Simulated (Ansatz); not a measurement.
# CH$_{6}$O$_{4}$Si: geometry relaxation

The run: geometry relaxation of CH$_{6}$O$_{4}$Si, SMILES OC[Si](O)(O)O. Method and program: RKS PBE-D4/6-31G (Ansatz 0.2.0).

It belongs to a series of runs on one base structure; here: start relaxed.

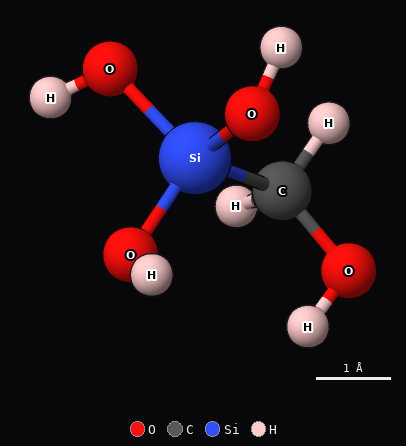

**Figure 1.** The input geometry (ball-and-stick view, seen at a tilt).

## Input
```yaml
crystal:
  periodic: [false, false, false]
  atoms:
    - { symbol: O, position_ang: [-0.7761, -2.0153, 0.8267] }
    - { symbol: C, position_ang: [0.314, -1.112, 0.6953] }
    - { symbol: Si, position_ang: [0.0426, 0.5587, -0.2107] }
    - { symbol: O, position_ang: [1.5691, 1.3806, -0.4349] }
    - { symbol: O, position_ang: [-0.5991, 0.3255, -1.711] }
    - { symbol: O, position_ang: [-0.9482, 1.589, 0.6118] }
    - { symbol: H, position_ang: [-1.1309, -2.1263, -0.0832] }
    - { symbol: H, position_ang: [1.1366, -1.6574, 0.1695] }
    - { symbol: H, position_ang: [0.6821, -0.8922, 1.7523] }
    - { symbol: H, position_ang: [1.8728, 1.2671, -1.2964] }
    - { symbol: H, position_ang: [-1.5211, 0.6676, -1.731] }
    - { symbol: H, position_ang: [-0.5648, 1.9596, 1.4456] }
basis:
  gaussian: { orbitals: "6-31G" }
hamiltonian:
  xc: pbe
  dispersion: d4
relax:
  f_tol: 0.02
  max_steps: 40
output:
  orbitals: {}
```

Run on 2 threads of Arm Neoverse N1, 16 GiB of memory available, shared host.

Launched with:
```bash
ansatz run input.yaml --threads 2 --pin off --max-ram 3072MiB --backend cpu --events-out ev --progress --plain --runs-dir out
```

## What the program printed
```
The last accepted step is kept in [file] (removed where the run ends without a failure and the disk answers)
Engine: ansatz 0.2.0, aarch64-unknown-linux-gnu
Functional definition: PBE
  parameter kappa = 0.804
  parameter beta = 0.06672455060314922
  exchange = pbe_x(kappa = kappa, mu = beta*pi^2/3)
  correlation = pbe_c(beta = beta)
860 factors; integrals over basis functions are off by at most 1.7e-4 eV
mean field evaluation 1: about -17165.9211 eV, gradient 9.9e1 eV
mean field evaluation 2: about -17118.9948 eV, gradient 1.8e2 eV
mean field evaluation 4: about -17183.6105 eV, gradient 1.1e1 eV
mean field evaluation 8: about -17183.8690 eV, gradient 1.6e-1 eV
mean field evaluation 16: about -17183.8690 eV, gradient 2.0e-5 eV
mean field -17183.86904676 eV, -631.4955398237 hartree, gradient 2.0e-5 eV, S^2 0.000000; 0 other end points of the search recorded, 0 dependent functions left out
the calculation of the forces begins
reference -17183.86907938 eV, -631.4955410223 hartree; 29, 29 occupied and 41, 41 virtual orbitals, 860 factors
relax step   1: F+E_penalty+E_count = -17184.11797784 eV  Δ(F+E_penalty+E_count) = +0.000e0 eV  max|allowed force component| = 3.459e0 eV/Å  Δτ_max = 0.0000 Å  (26 SCF iters, accepted)
these checks for a lower state are left out or cut short: starts, cluster_reference, orbital_swaps, neighbouring_geometries, increment
860 factors; integrals over basis functions are off by at most 1.7e-4 eV
mean field -17184.37532743 eV, -631.5141452952 hartree, gradient 2.0e-5 eV, S^2 0.000000; 0 other end points of the search recorded, 0 dependent functions left out
[... from here on the field's lines of each further geometry are left out, up to the last ...]
relax step   2: F+E_penalty+E_count = -17184.62450730 eV  Δ(F+E_penalty+E_count) = -5.065e-1 eV  max|allowed force component| = 1.732e0 eV/Å  Δτ_max = 0.0886 Å  (27 SCF iters, accepted)
relax step   3: F+E_penalty+E_count = -17184.76399487 eV  Δ(F+E_penalty+E_count) = -1.395e-1 eV  max|allowed force component| = 7.165e-1 eV/Å  Δτ_max = 0.1234 Å  (29 SCF iters, accepted)
relax step   4: F+E_penalty+E_count = -17184.73653725 eV  Δ(F+E_penalty+E_count) = +2.746e-2 eV  max|allowed force component| = 7.895e-1 eV/Å  Δτ_max = 0.2000 Å  (28 SCF iters, rejected (line search))
relax step   5: F+E_penalty+E_count = -17184.80888661 eV  Δ(F+E_penalty+E_count) = -4.489e-2 eV  max|allowed force component| = 3.958e-1 eV/Å  Δτ_max = 0.0974 Å  (28 SCF iters, accepted)
relax step   6: F+E_penalty+E_count = -17184.82824988 eV  Δ(F+E_penalty+E_count) = -1.936e-2 eV  max|allowed force component| = 2.362e-1 eV/Å  Δτ_max = 0.1000 Å  (28 SCF iters, accepted)
relax step   7: F+E_penalty+E_count = -17184.84291464 eV  Δ(F+E_penalty+E_count) = -1.466e-2 eV  max|allowed force component| = 2.586e-1 eV/Å  Δτ_max = 0.1442 Å  (28 SCF iters, accepted)
relax step   8: F+E_penalty+E_count = -17184.84292934 eV  Δ(F+E_penalty+E_count) = -1.470e-5 eV  max|allowed force component| = 1.025e0 eV/Å  Δτ_max = 0.1164 Å  (29 SCF iters, accepted)
relax step   9: F+E_penalty+E_count = -17184.86752953 eV  Δ(F+E_penalty+E_count) = -2.460e-2 eV  max|allowed force component| = 1.058e-1 eV/Å  Δτ_max = 0.2000 Å  (35 SCF iters, accepted)
relax step  10: F+E_penalty+E_count = -17184.84422008 eV  Δ(F+E_penalty+E_count) = +2.331e-2 eV  max|allowed force component| = 4.249e-1 eV/Å  Δτ_max = 0.1162 Å  (27 SCF iters, rejected (line search))
relax step  11: F+E_penalty+E_count = -17184.87747626 eV  Δ(F+E_penalty+E_count) = -9.947e-3 eV  max|allowed force component| = 1.269e-1 eV/Å  Δτ_max = 0.0563 Å  (27 SCF iters, accepted)
relax step  12: F+E_penalty+E_count = -17184.87734145 eV  Δ(F+E_penalty+E_count) = +1.348e-4 eV  max|allowed force component| = 1.292e-1 eV/Å  Δτ_max = 0.0411 Å  (28 SCF iters, rejected (line search))
relax step  13: F+E_penalty+E_count = -17184.87871189 eV  Δ(F+E_penalty+E_count) = -1.236e-3 eV  max|allowed force component| = 4.791e-2 eV/Å  Δτ_max = 0.0200 Å  (29 SCF iters, accepted)
the calculation of the forces begins
reference -17184.62822578 eV, -631.5234391379 hartree; 29, 29 occupied and 41, 41 virtual orbitals, 860 factors
relax step  14: F+E_penalty+E_count = -17184.87880833 eV  Δ(F+E_penalty+E_count) = -9.644e-5 eV  max|allowed force component| = 1.416e-2 eV/Å  Δτ_max = 0.0095 Å  (24 SCF iters, accepted)
```

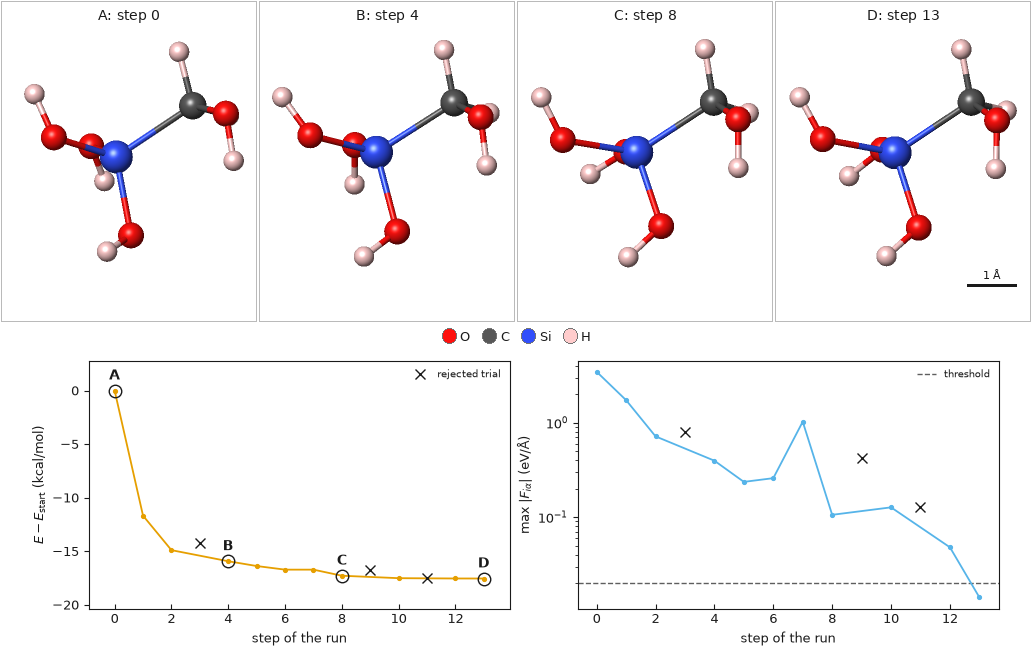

**Figure 2.** Frames of the relaxation (ball-and-stick view, seen at a tilt) above the curves, on which the letters mark them (the first geometry is step 0 here and step 1 in the log).

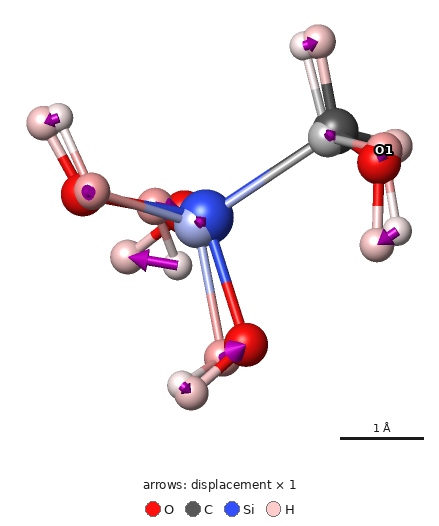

**Figure 3.** Start (faint) and end (solid) with the displacements as pink arrows, at true length (ball-and-stick view, seen at a tilt). The two geometries are laid on each other by the best rigid fit. The energy falls by 17.5 kcal/mol in 13 geometry steps. Largest force component: 3.5 eV/Å at the start, 0.014 eV/Å at the end. The line search rejected the trial steps at points 3, 9, 11 (counted from 0) and went back. The atom that moves furthest after the best rigid fit is H10 (0.61 Å). Largest moves by element: H 0.61 Å, O 0.50 Å, Si 0.14 Å, C 0.13 Å. Distances before and after: Si3–O6 1.649 → 1.736 Å, Si3–O5 1.648 → 1.730 Å, O4–H10 0.920 → 0.981 Å, O1–C2 1.422 → 1.463 Å. Among the angles that change: Si3–O4–H10 110.5° → 122.3°, O1–C2–Si3 119.2° → 108.6°, C2–Si3–O5 111.2° → 100.8°. (Atoms are counted from 1 in the order of the input.)

```
860 factors; integrals over basis functions are off by at most 1.7e-4 eV
mean field -17184.62819289 eV, -631.5234379292 hartree, gradient 1.2e-5 eV, S^2 0.000000; 1 other end points of the search recorded, 0 dependent functions left out
the calculation of the forces begins
reference -17184.62822578 eV, -631.5234391379 hartree; 29, 29 occupied and 41, 41 virtual orbitals, 860 factors
Total energy: -17184.87884122 eV, -631.5326490855 hartree
Atom 0 at    -0.842892    -1.952960     0.709445 Å, force    -0.007250    -0.005171     0.009920 eV/Å
Atom 1 at     0.407018    -1.193306     0.740698 Å, force    -0.006290     0.002875    -0.008288 eV/Å
Atom 2 at     0.131372     0.467146    -0.157120 Å, force    -0.009197     0.000153    -0.000589 eV/Å
Atom 3 at     1.697256     1.058333    -0.574896 Å, force     0.004721    -0.005495    -0.002067 eV/Å
Atom 4 at    -0.857003    -0.042252    -1.482868 Å, force     0.004608    -0.003217     0.006836 eV/Å
Atom 5 at    -0.841225     1.724206     0.540699 Å, force    -0.002376    -0.009870    -0.006472 eV/Å
Atom 6 at    -1.203919    -1.876177    -0.213855 Å, force     0.007783     0.002892    -0.005736 eV/Å
Atom 7 at     1.242757    -1.722457     0.240134 Å, force     0.007467    -0.007366     0.002242 eV/Å
Atom 8 at     0.679388    -1.066929     1.798545 Å, force     0.001676    -0.001291     0.004560 eV/Å
Atom 9 at     1.825561     1.853204    -1.135191 Å, force     0.010735     0.010840    -0.006443 eV/Å
Atom 10 at    -1.557555     0.552000    -1.826029 Å, force    -0.010618     0.004128    -0.008124 eV/Å
Atom 11 at    -0.603759     2.144091     1.394437 Å, force    -0.001258     0.011522     0.014162 eV/Å
Dipole moment:     0.118641     0.641142    -0.090156 e Å
```

## Trajectory as extended XYZ (Å, eV, eV/Å), 9 of the 14 frames kept, from step=1 to step=14
```
12
Properties=species:S:1:pos:R:3:forces:R:3 step=1 energy=-17184.11798
O    -0.7761   -2.0153    0.8267   -1.2305  -0.1488   0.0538
C     0.3140   -1.1120    0.6953    1.9955   0.3516   0.8510
Si    0.0426    0.5587   -0.2107    3.0030  -1.1629   1.4345
O     1.5691    1.3806   -0.4349   -1.5317  -0.1195   3.3008
O    -0.5991    0.3255   -1.7110   -1.5775  -0.3864  -1.7833
O    -0.9482    1.5890    0.6118   -1.0852   1.5096   1.6485
H    -1.1309   -2.1263   -0.0832   -0.4016  -0.3604  -0.2068
H     1.1366   -1.6574    0.1695    0.2199   0.4137   0.1786
H     0.6821   -0.8922    1.7523   -0.2563  -0.2026  -1.0358
H     1.8728    1.2671   -1.2964    1.6618  -0.1139  -3.4593
H    -1.5211    0.6676   -1.7310   -0.2396   0.0361  -0.7705
H    -0.5648    1.9596    1.4456   -0.5577   0.1833  -0.2115
12
Properties=species:S:1:pos:R:3:forces:R:3 step=3 energy=-17184.76400
O    -0.8472   -1.9284    0.7859    0.0794  -0.0374  -0.0552
C     0.4005   -1.1554    0.7216   -0.0949  -0.0337  -0.1252
Si    0.0906    0.5213   -0.1491    0.2556   0.0760  -0.0166
O     1.6180    1.3169   -0.4296    0.0686  -0.1349  -0.7165
O    -0.7152    0.1769   -1.6477   -0.6610   0.3079   0.0855
O    -0.9739    1.5986    0.6774    0.0571   0.1516   0.1974
H    -1.1565   -2.0895   -0.1439    0.0408   0.0783   0.0589
H     1.2202   -1.6977    0.2080   -0.0433  -0.0246  -0.0299
H     0.7214   -1.0042    1.7618   -0.0270   0.0289   0.0482
H     1.9276    1.3832   -1.3788   -0.1883   0.0648   0.7105
H    -1.5434    0.7087   -1.8311    0.6310  -0.3710   0.0720
H    -0.6652    2.1144    1.4594   -0.1180  -0.1060  -0.2291
12
Properties=species:S:1:pos:R:3:forces:R:3 step=4 energy=-17184.73654 accepted=F
O    -0.8109   -2.0296    0.7596    0.0662   0.5162  -0.2433
C     0.3774   -1.1694    0.6858    0.2023  -0.1875   0.6075
Si    0.1247    0.5592   -0.0999   -0.4135  -0.7895  -0.3214
O     1.6711    1.2563   -0.4476   -0.0728   0.0366  -0.0140
O    -0.7757    0.0647   -1.4936   -0.2428   0.4175  -0.2821
O    -0.9683    1.6645    0.6587    0.2020   0.0768   0.0242
H    -1.1859   -2.0738   -0.1581   -0.0466   0.0641   0.0107
H     1.1973   -1.6962    0.1610    0.1148   0.1752  -0.0670
H     0.6933   -1.0184    1.7269    0.1348  -0.2107   0.1548
H     1.9347    1.4868   -1.3671   -0.0520   0.0396   0.1440
H    -1.4761    0.6831   -1.8152    0.1105  -0.1898  -0.0290
H    -0.7047    2.2177    1.4236   -0.0030   0.0514   0.0156
12
Properties=species:S:1:pos:R:3:forces:R:3 step=6 energy=-17184.82825
O    -0.8316   -1.9702    0.7549   -0.0314   0.0072  -0.0799
C     0.3997   -1.1788    0.7291   -0.0040  -0.0166  -0.0420
Si    0.0923    0.5060   -0.1200    0.0342  -0.0507   0.0339
O     1.6275    1.2407   -0.4375    0.0561   0.0047  -0.2362
O    -0.7748    0.0655   -1.5550   -0.1583   0.1701   0.0423
O    -0.9484    1.6318    0.6792   -0.0143   0.0364  -0.0231
H    -1.1836   -2.0069   -0.1738    0.0349   0.0464   0.0657
H     1.2207   -1.6915    0.1877    0.0120  -0.0139   0.0208
H     0.7148   -1.0609    1.7762    0.0023   0.0088  -0.0095
H     1.8788    1.5405   -1.3424   -0.0651  -0.0030   0.2332
H    -1.4910    0.6651   -1.8742    0.1431  -0.1505   0.0606
H    -0.6273    2.2036    1.4098   -0.0094  -0.0388  -0.0658
12
Properties=species:S:1:pos:R:3:forces:R:3 step=7 energy=-17184.84292
O    -0.8325   -1.9911    0.7019    0.0252   0.1125  -0.0830
C     0.3975   -1.1981    0.7335    0.0471  -0.0141   0.0937
Si    0.1122    0.4901   -0.0990   -0.0018   0.2586  -0.2267
O     1.6633    1.1815   -0.4375    0.0098  -0.0878  -0.1563
O    -0.7789    0.0314   -1.5119   -0.1608  -0.0101   0.0147
O    -0.9125    1.6901    0.6156   -0.0543  -0.0716   0.0442
H    -1.1876   -1.9268   -0.2255    0.0184  -0.0180   0.0499
H     1.2324   -1.6847    0.1913    0.0249  -0.0640   0.0285
H     0.6948   -1.0967    1.7870   -0.0176  -0.0682   0.0176
H     1.8516    1.6415   -1.2873   -0.0484  -0.0139   0.1747
H    -1.5570    0.5621   -1.7978    0.1577  -0.0175   0.0520
H    -0.6065    2.2456    1.3639   -0.0003  -0.0059  -0.0094
12
Properties=species:S:1:pos:R:3:forces:R:3 step=9 energy=-17184.86753
O    -0.8466   -1.9361    0.7349    0.0211  -0.1010   0.0395
C     0.4150   -1.1971    0.7394   -0.1058   0.0886  -0.0396
Si    0.1281    0.4709   -0.1467   -0.0774   0.0530  -0.0090
O     1.6889    1.0269   -0.6168    0.0693  -0.0601   0.0902
O    -0.8896   -0.0635   -1.4402    0.0545   0.0202  -0.0361
O    -0.8163    1.7732    0.5146    0.0368  -0.0808   0.0011
H    -1.2085   -1.8911   -0.1901    0.0079   0.0598   0.0123
H     1.2283   -1.7205    0.1972    0.0089  -0.0307   0.0272
H     0.7216   -1.0913    1.7892    0.0075   0.0067   0.0071
H     1.8413    1.8659   -1.0955   -0.0095   0.0973  -0.0641
H    -1.5066    0.5680   -1.8656   -0.0661  -0.0191  -0.0129
H    -0.6785    2.1396    1.4136    0.0528  -0.0341  -0.0157
12
Properties=species:S:1:pos:R:3:forces:R:3 step=11 energy=-17184.87748
O    -0.8407   -1.9559    0.7209   -0.0094  -0.0020   0.0046
C     0.4086   -1.1959    0.7388   -0.0011   0.0186  -0.0227
Si    0.1261    0.4691   -0.1511    0.0167   0.0301  -0.0097
O     1.6934    1.0521   -0.5758    0.0006  -0.0655   0.0499
O    -0.8626   -0.0478   -1.4745   -0.0204   0.0337   0.0064
O    -0.8380    1.7366    0.5384   -0.0498  -0.0795  -0.1269
H    -1.2111   -1.8775   -0.1986    0.0035  -0.0005  -0.0018
H     1.2361   -1.7188    0.2173    0.0016  -0.0095   0.0159
H     0.7005   -1.0791    1.7925   -0.0068   0.0052   0.0015
H     1.8342    1.8511   -1.1242   -0.0012   0.0606  -0.0389
H    -1.5422    0.5550   -1.8459    0.0132  -0.0247   0.0161
H    -0.6274    2.1559    1.3961    0.0531   0.0334   0.1057
12
Properties=species:S:1:pos:R:3:forces:R:3 step=12 energy=-17184.87734 accepted=F
O    -0.8480   -1.9530    0.7036    0.0443   0.0409  -0.0121
C     0.4062   -1.1974    0.7460    0.0145  -0.0367   0.0040
Si    0.1381    0.4645   -0.1538   -0.1292   0.0812  -0.0883
O     1.6923    1.0714   -0.5840    0.0671  -0.0388   0.0312
O    -0.8548   -0.0402   -1.4797    0.0166  -0.0344   0.0096
O    -0.8455    1.7176    0.5429    0.0572  -0.0292   0.0338
H    -1.1975   -1.8696   -0.2240   -0.0155  -0.0065   0.0009
H     1.2440   -1.7333    0.2549   -0.0066   0.0140  -0.0019
H     0.6702   -1.0723    1.8066   -0.0091   0.0055  -0.0072
H     1.8242    1.8618   -1.1495   -0.0311  -0.0111   0.0064
H    -1.5581    0.5530   -1.8203    0.0162  -0.0046   0.0191
H    -0.5942    2.1423    1.3913   -0.0244   0.0197   0.0044
12
Properties=species:S:1:pos:R:3:forces:R:3 step=14 energy=-17184.87881
O    -0.8429   -1.9530    0.7094   -0.0073  -0.0052   0.0099
C     0.4070   -1.1933    0.7407   -0.0063   0.0029  -0.0083
Si    0.1314    0.4671   -0.1571   -0.0092   0.0002  -0.0006
O     1.6973    1.0583   -0.5749    0.0047  -0.0055  -0.0021
O    -0.8570   -0.0423   -1.4829    0.0046  -0.0032   0.0068
O    -0.8412    1.7242    0.5407   -0.0024  -0.0099  -0.0065
H    -1.2039   -1.8762   -0.2139    0.0078   0.0029  -0.0057
H     1.2428   -1.7225    0.2401    0.0075  -0.0074   0.0022
H     0.6794   -1.0669    1.7985    0.0017  -0.0013   0.0046
H     1.8256    1.8532   -1.1352    0.0107   0.0108  -0.0064
H    -1.5576    0.5520   -1.8260   -0.0106   0.0041  -0.0081
H    -0.6038    2.1441    1.3944   -0.0013   0.0115   0.0142
```

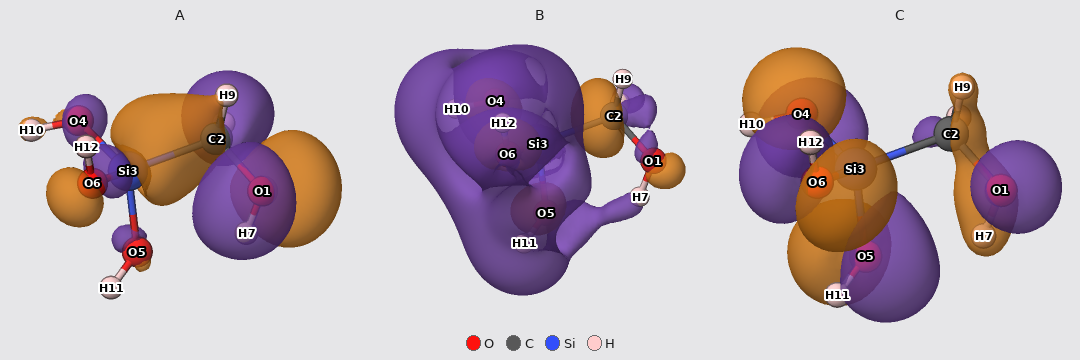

**Figure 4.** Three frontier orbitals at ±0.06 Å⁻³ᐟ² (orange and purple are the two phases). C is the HOMO−1 (−6.94 eV). A is the HOMO (−5.56 eV). B is the LUMO (−0.61 eV). It lies mainly on Si3 (25 %), O6 (15 %), H12 (15 %), O4 (10 %) and H10 (10 %). The HOMO–LUMO gap is 4.95 eV between the orbital energies.

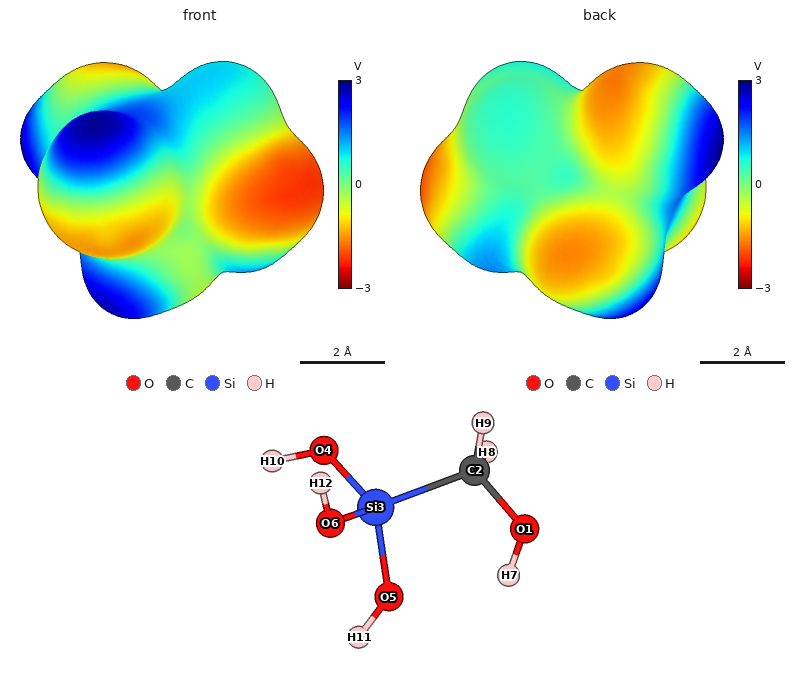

**Figure 5.** The molecular electrostatic potential painted on the density surface at 0.002 e/bohr³, seen face on and from behind; the colour scale runs from red (negative) to blue (positive). The bare structure is drawn below in the same view.

## Summary

| quantity | value |
| --- | --- |
| outcome | converged |
| total energy | −17184.8788 eV |
| mean-field energy | −17184.6282 eV |
| largest force (length of the vector) at the end | 0.018 eV/Å |
| wall time | 51 s (CPU time 96 s) |
| peak memory | 0.15 GiB |
